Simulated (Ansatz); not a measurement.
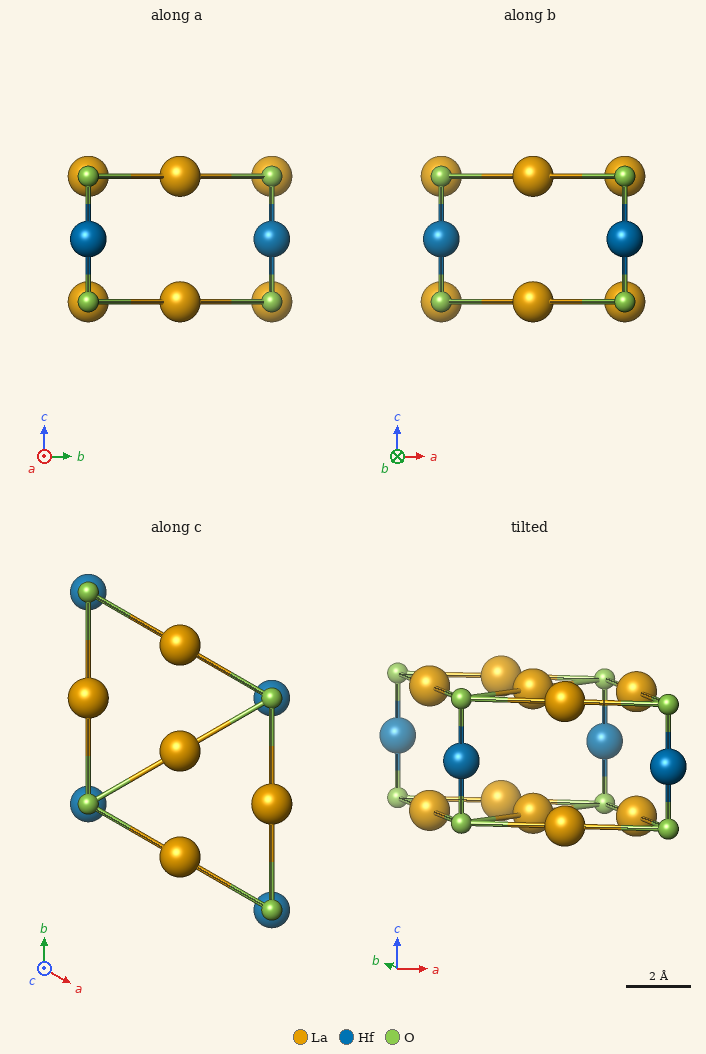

The image is a ball-and-stick drawing of a crystal, viewed along the a axis, along the b axis, along the c axis and slightly off an axis. The frame is the conventional unit cell; atoms at its boundary are shown with their periodic copies.

Lattice parameters: a = 6.6475 Å, b = 6.6475 Å, c = 3.9365 Å, α = 90.000°, β = 90.000°, γ = 120.000°.

**From the views, write a CIF in P1 with every atom of the cell.**

```cif
data_structure
_symmetry_space_group_name_H-M 'P 1'
_symmetry_Int_Tables_number 1
_cell_length_a 6.6475
_cell_length_b 6.6475
_cell_length_c 3.9365
_cell_angle_alpha 90.000
_cell_angle_beta 90.000
_cell_angle_gamma 120.000
_cell_volume 150.65
loop_
_atom_site_label
_atom_site_type_symbol
_atom_site_fract_x
_atom_site_fract_y
_atom_site_fract_z
_atom_site_occupancy
La1 La 0.5000 0.0000 0.0000 1
La2 La 0.0000 0.5000 0.0000 1
La3 La 0.5000 0.5000 0.0000 1
Hf1 Hf 0.0000 0.0000 0.5000 1
O1 O 0.0000 0.0000 0.0000 1
```

It derives from a random cell made by a generator, so it need not be a real form of the compound. It is drawn as it came out of a relaxation with DFT PBE, scalar-relativistic, plane waves, PAW (Ansatz).
